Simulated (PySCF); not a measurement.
# Excited-state calculation, with input and output: CH₈GeSSi

The run: excited-state calculation of CH₈GeSSi. Method and program: TDDFT PBE0/def2-SVPD, vertical, gas phase, core orbitals frozen in the response (PySCF 2.14.0).

The geometry comes from this level: GFN2-xTB. It belongs to a series of runs on one base structure; here: H on Ge replaced by SCH3.

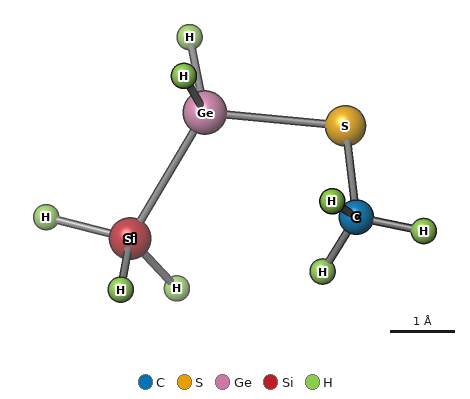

**Figure 1.** The structure as given in the input (ball-and-stick view, seen at a tilt). Sticks mark near contacts. Bond lengths as drawn: C–H 1.08 to 1.09 Å, C–S 1.83 Å, Ge–H 1.51 to 1.53 Å, Ge–S 2.23 Å, Ge–Si 2.36 Å and H–Si 1.46 Å.

### Summary

- outcome: converged
- total energy: −2806.540855 hartree
- HOMO: −6.63 eV
- LUMO: −0.57 eV
- dipole moment: 1.91 D
- mean polarisability: 96.56 a.u.
- lowest singlet excitation: 4.72 eV
- hardware: 1 CPU thread, shared host
- wall time: 31 s
- peak memory: 0.65 GiB

Spin–orbit coupling is left out, which matters for the heavy atoms.

### Input
```
{"job": {"kind": "uv", "xc": "PBE0", "basis": "def2-SVPD", "nstates": 8, "ntriplets": 3}, "charge": 0, "multiplicity": 1}
C     -2.052925     0.369164     0.323513
S     -1.537036    -1.296816    -0.219520
Ge     0.604693    -1.198516     0.377509
Si     1.759103     0.684163    -0.459568
H     -3.106497     0.459069     0.080991
H     -1.913042     0.468763     1.396442
H     -1.485073     1.129077    -0.207775
H      1.121812    -2.559306    -0.038124
H      0.619807    -1.301400     1.902300
H      1.562223     1.819751     0.444153
H      1.244593     1.045327    -1.780611
H      3.183539     0.380037    -0.551180
```

The first line tells a small driver script what to run in PySCF; the rest is the geometry in Å.

Launched with:
```bash
OMP_NUM_THREADS=1 python <driver script> task.json out
```

### Output
```
coarse grid: 45104 points
cycle   1  E = -2806.5121863634  dE = -6.026e-01  |g| = 4.102e-01  |ddm| = 3.820e+00
cycle   2  E = -2806.5004271459  dE =  1.176e-02  |g| = 4.816e-01  |ddm| = 9.778e-01
cycle   3  E = -2806.5404916789  dE = -4.006e-02  |g| = 3.383e-02  |ddm| = 5.953e-01
cycle   4  E = -2806.5408365956  dE = -3.449e-04  |g| = 1.253e-02  |ddm| = 8.552e-02
cycle   5  E = -2806.5408923689  dE = -5.577e-05  |g| = 1.619e-03  |ddm| = 2.672e-02
cycle   6  E = -2806.5408931198  dE = -7.509e-07  |g| = 3.980e-04  |ddm| = 3.555e-03
final grid: 90896 points
cycle   7  E = -2806.5408550914  dE = -6.268e-08  |g| = 3.573e-04  |ddm| = 4.157e-03
cycle   8  E = -2806.5408550919  dE = -5.048e-10  |g| = 3.535e-04  |ddm| = 1.187e-03
cycle   9  E = -2806.5408551243  dE = -3.240e-08  |g| = 3.663e-05  |ddm| = 5.975e-04
cycle  10  E = -2806.5408551247  dE = -4.093e-10  |g| = 6.952e-06  |ddm| = 6.316e-05
```

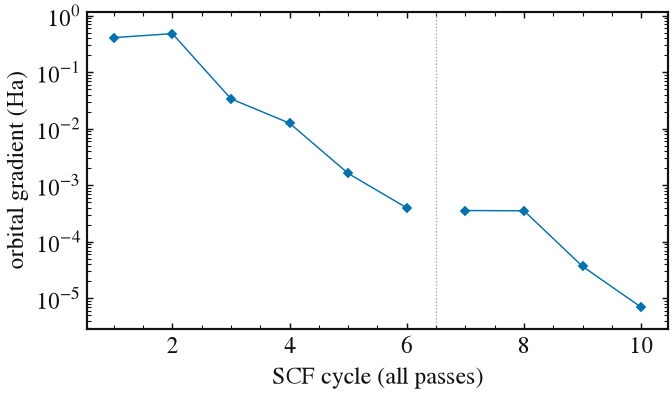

**Figure 2.** Convergence of the self-consistent field: orbital gradient against the SCF cycle. The dotted line marks the change from a coarse to the final integration grid. The first 6 cycles use a coarse grid, the final grid takes over at cycle 7, and the field converges after 10 cycles in all.

```
converged SCF energy = -2806.5408551247

Static polarisability (au): isotropic 96.564, principal 80.955 95.416 113.321

Singlet excitations
state   eV       nm        f      main configurations
  1   4.7189    262.7   0.01264   H->L 0.98
  2   5.5499    223.4   0.00385   H->L+1 0.88
  3   5.7146    217.0   0.00420   H->L+2 0.93
  4   5.9032    210.0   0.00176   H->L+3 0.84
  5   6.3441    195.4   0.01931   H->L+4 0.79, H->L+3 0.09
  6   6.7142    184.7   0.19732   H-1->L 0.75
  7   6.8467    181.1   0.02237   H->L+5 0.80, H->L+6 0.12
  8   6.8856    180.1   0.02683   H->L+6 0.79, H->L+5 0.09

Triplet excitations (Tamm-Dancoff, eV): 4.3421 5.2388 5.4886
```

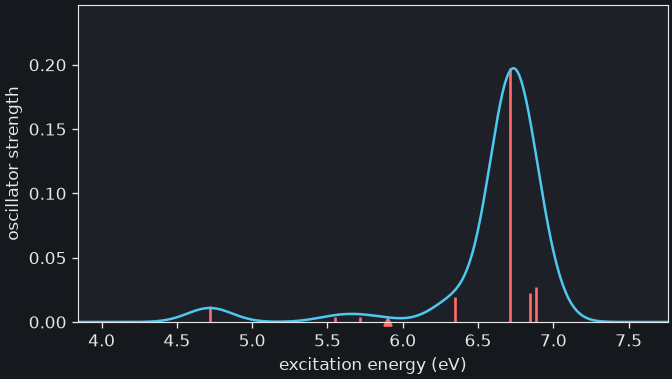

**Figure 3.** Computed excitations as sticks (degenerate states added up, dark ones marked on the axis), with a Gaussian envelope of 0.35 eV full width at half maximum, scaled to the tallest. Of the 8 states the lowest lies at 4.72 eV (f = 0.013); the strongest line is at 6.71 eV, or 185 nm (f = 0.197).

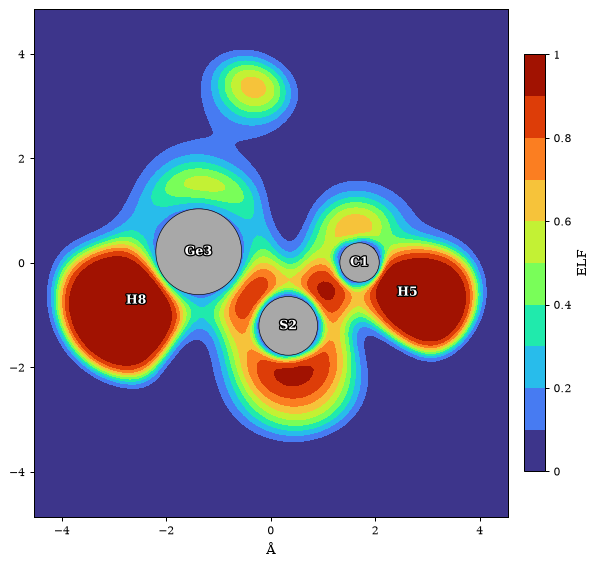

**Figure 4.** ELF on the plane of atoms C1, S2 and Ge3. Grey discs, where drawn, cover atomic cores. The section cuts through C, S, Ge and H sites. Ge–S (2.23 Å): the ELF peaks at about 0.90 in the valence shell of S, 0.9 Å from its nucleus, and is about 0.75 at the midpoint. C–H (1.08 Å): the ELF climbs to about 1 towards the hydrogen, as it does in any bond to H (a covalent bond by its length). Ge–H (1.51 Å): the ELF climbs to about 1 towards the hydrogen.

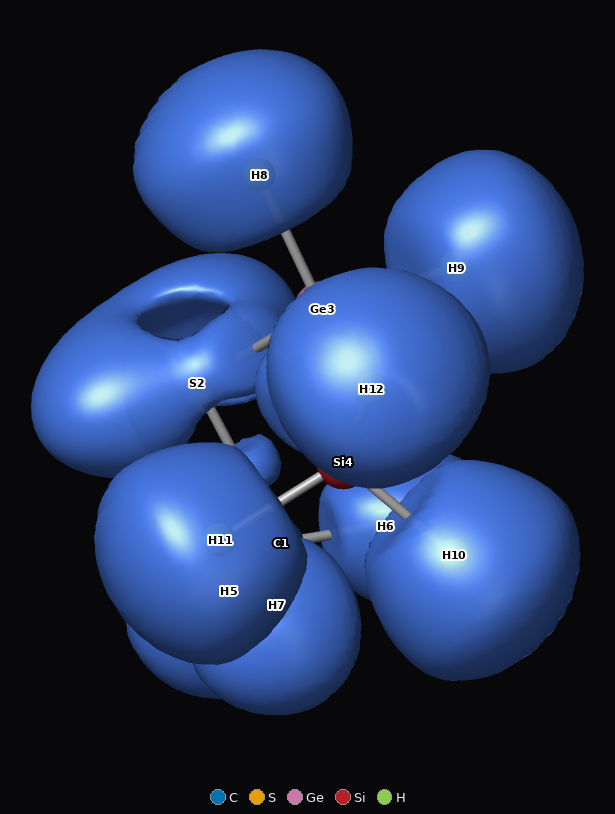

**Figure 5.** Isosurface of the electron localisation function at 0.8 (blue), seen at an oblique angle. Core shells and regions of very low density are left out. Along the contacts the grid gives the following. C–S (1.83 Å): the ELF peaks at about 0.90 between the atoms, which marks a shared electron pair. Ge–S (2.23 Å): the ELF peaks at about 0.90 in the valence shell of S, 0.9 Å from its nucleus, and is about 0.75 at the midpoint.

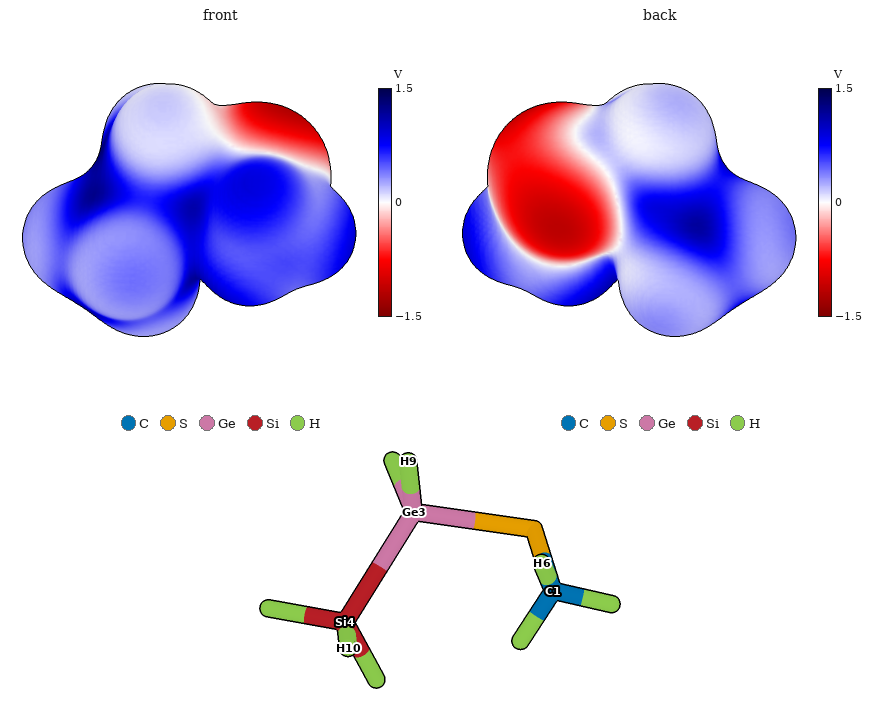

**Figure 6.** The electrostatic potential painted on the density surface at 0.002 e/bohr³, seen at a tilt and from behind; red is negative and blue positive. The bare structure is drawn below in the same view.
